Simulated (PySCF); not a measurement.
C₅H₁₀Si₂: NMR shielding calculation

System: C₅H₁₀Si₂, SMILES [SiH3]C1([SiH3])C=CC=C1.
Method: GIAO PBE0/pcSseg-1 NMR shielding, non-relativistic, IEF-PCM dichloromethane (PySCF 2.14.0).

The geometry comes from this level: B3LYP-D3(BJ)/def2-SVP. Figures and captions count atoms from 1; the log counts them from 0 in places.

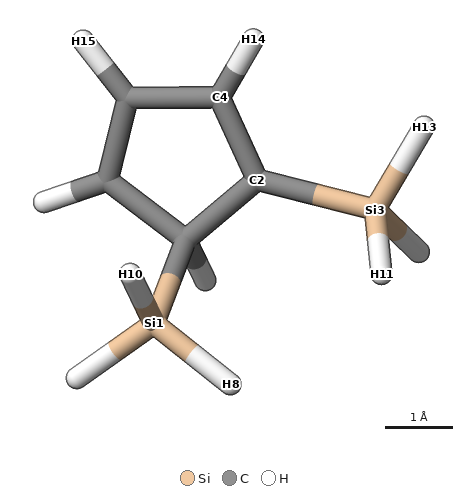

Fig. 1: The structure as given in the input (stick view, seen at a tilt; atoms are numbered from 1 in the order of the input). Bond lengths as drawn: C–C 1.36 to 1.51 Å, C–H 1.09 to 1.10 Å, C–Si 1.86 to 1.92 Å and H–Si 1.49 to 1.50 Å.

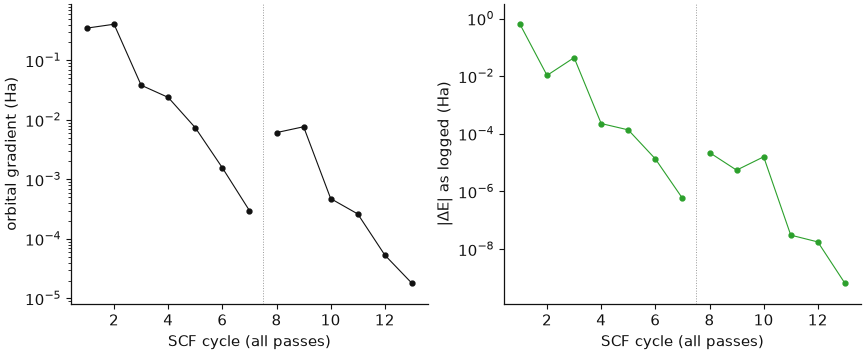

Fig. 2: Convergence of the self-consistent field: orbital gradient and size of the energy change against the SCF cycle. The dotted line marks the change from a coarse to the final integration grid. The first 7 cycles use a coarse grid, the final grid takes over at cycle 8, and the field converges after 13 cycles in all.

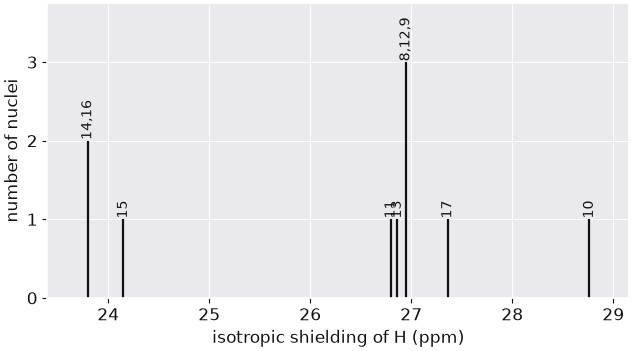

Fig. 3: Isotropic shieldings of the hydrogen nuclei in this fixed geometry, labelled by atom number; shielding grows to the right, so chemical shift grows to the left. The least shielded is H14 (23.8 ppm), the most shielded H10 (28.8 ppm).

The input that produced these results follows, with the program's output.

### Input
```
{"job": {"kind": "nmr", "xc": "PBE0", "basis": "pcSseg-1", "solvent": "dichloromethane", "pop": false}, "charge": 0, "multiplicity": 1}
Si    -1.033524    -1.628338    -0.702620
C      0.070579     0.708697     0.336060
Si    -1.360180     1.738669     0.943178
C      1.173599     1.185950    -0.324967
C      2.105292     0.106975    -0.599671
C      1.593393    -1.054254    -0.105875
C      0.240493    -0.781872     0.459007
H     -2.414537    -1.373504    -0.200262
H     -0.797894    -3.101853    -0.709120
H     -0.878037    -1.077546    -2.074940
H     -2.624558     1.433758     0.205974
H     -1.624148     1.484693     2.392328
H     -1.024523     3.178821     0.748317
H      1.337683     2.228016    -0.607379
H      3.058862     0.220714    -1.117602
H      2.055233    -2.041682    -0.145267
H      0.053074    -1.197776     1.464500
```

The first line tells a small driver script what to run in PySCF; the rest is the geometry in Å.

Launched with:
```bash
OMP_NUM_THREADS=1 python <driver script> task.json out
```

### Output
```
coarse grid: 14880 points
cycle   1  E = -774.8910148954  dE =  6.335e-01  |g| = 3.487e-01  |ddm| = 3.765e+00
cycle   2  E = -774.8803914713  dE =  1.062e-02  |g| = 4.051e-01  |ddm| = 7.960e-01
cycle   3  E = -774.9243256559  dE = -4.393e-02  |g| = 3.828e-02  |ddm| = 4.585e-01
cycle   4  E = -774.9245526057  dE = -2.269e-04  |g| = 2.387e-02  |ddm| = 5.504e-02
cycle   5  E = -774.9246893424  dE = -1.367e-04  |g| = 7.388e-03  |ddm| = 2.720e-02
cycle   6  E = -774.9247027972  dE = -1.345e-05  |g| = 1.566e-03  |ddm| = 7.512e-03
cycle   7  E = -774.9247033758  dE = -5.786e-07  |g| = 2.991e-04  |ddm| = 1.388e-03
final grid: 133616 points
cycle   8  E = -774.9655601621  dE = -2.234e-05  |g| = 6.117e-03  |ddm| = 3.332e-02
cycle   9  E = -774.9655546828  dE =  5.479e-06  |g| = 7.668e-03  |ddm| = 1.440e-02
cycle  10  E = -774.9655705816  dE = -1.590e-05  |g| = 4.757e-04  |ddm| = 7.811e-03
cycle  11  E = -774.9655706121  dE = -3.049e-08  |g| = 2.626e-04  |ddm| = 5.833e-04
cycle  12  E = -774.9655706298  dE = -1.769e-08  |g| = 5.348e-05  |ddm| = 2.704e-04
cycle  13  E = -774.9655706305  dE = -6.507e-10  |g| = 1.797e-05  |ddm| = 7.119e-05
converged SCF energy = -774.9655706305

GIAO shielding tensors (ppm)
atom      isotropic    diamagn.    paramagn.     s11        s22        s33       span
  0 Si     406.419     879.341    -472.922    362.041    394.694    462.523    100.482
  1 C       41.648     259.402    -217.754    -54.761     12.743    166.961    221.723
  2 Si     429.576     880.497    -450.921    392.852    426.889    468.987     76.135
  3 C       29.772     252.155    -222.383    -76.349     30.600    135.066    211.415
  4 C       44.551     254.625    -210.075    -53.082     40.299    146.436    199.518
  5 C       30.547     256.375    -225.828    -75.958     15.983    151.617    227.575
  6 C      130.358     252.057    -121.700    107.638    139.949    143.485     35.847
  7 H       26.922      29.445      -2.523     23.041     25.943     31.782      8.741
  8 H       26.981      28.769      -1.788     23.223     24.879     32.842      9.619
  9 H       28.762      29.141      -0.378     24.954     27.206     34.126      9.172
 10 H       26.798      28.972      -2.174     23.222     25.961     31.211      7.989
 11 H       26.932      28.587      -1.655     23.387     25.303     32.105      8.719
 12 H       26.861      28.630      -1.768     23.071     25.762     31.751      8.680
 13 H       23.787      31.807      -8.020     21.678     22.314     27.370      5.691
 14 H       24.149      30.374      -6.225     22.252     23.598     26.597      4.345
 15 H       23.804      31.229      -7.426     21.913     23.367     26.131      4.218
 16 H       27.359      30.518      -3.159     22.923     25.956     33.198     10.275
```

### Key numbers

- outcome: converged
- total energy: −774.965571 hartree
- HOMO: −6.62 eV
- LUMO: −0.95 eV
- dipole moment: 1.15 D
- isotropic shielding, Si: 406.4 to 429.6 ppm
- isotropic shielding, C: 29.8 to 130.4 ppm
- isotropic shielding, H: 23.8 to 28.8 ppm
- hardware: 1 CPU thread, shared host
- wall time: 20 s
- peak memory: 0.95 GiB
